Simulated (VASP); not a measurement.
Band structure of Cu (fcc). These are SCAN meta-GGA, VASP's PBE PAW potentials (set 64) (plane waves; VASP 6.6.1) values and carry that method's errors.

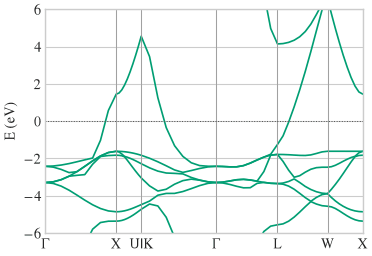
Fig. 1. Bands along high-symmetry lines, zero at the valence-band maximum or, without a gap, the Fermi level

**Question.** Read the plot: is there a gap, and where are the band edges?

**Answer.** It has no gap at this level: it comes out as a metal or semimetal.

The compound is Cu in the fcc structure. It was relaxed first.
